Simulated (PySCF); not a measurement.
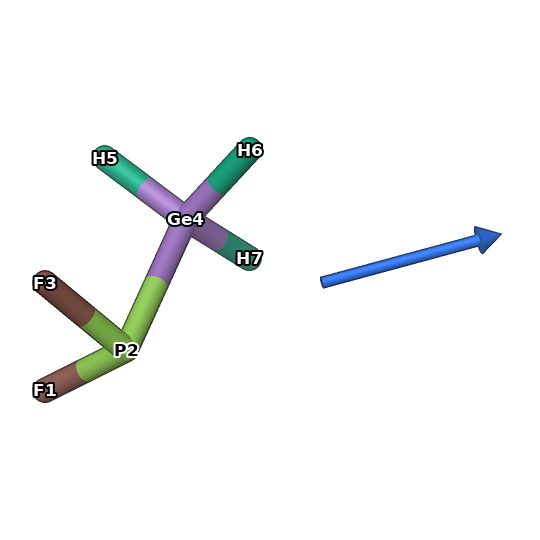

The arrow beside the molecule shows the direction of the dipole moment, from the negative to the positive end (its length means nothing). The computed structure is the end point of a GFN2-xTB optimisation. No frequency run is at hand to confirm it as a minimum. Method: CAM-B3LYP/def2-SVPD, gas phase (PySCF 2.14.0).

Q: How large is the dipole moment?

A: 1.88 D; it points from the side of F1, F3 to the side of H6, H7 (the outermost atoms at the two ends).

The geometry is semi-empirical. Around Ge, P such bond lengths and angles can be off by a tenth of an ångström or more and by several degrees, and values that hang on the shape move with them.
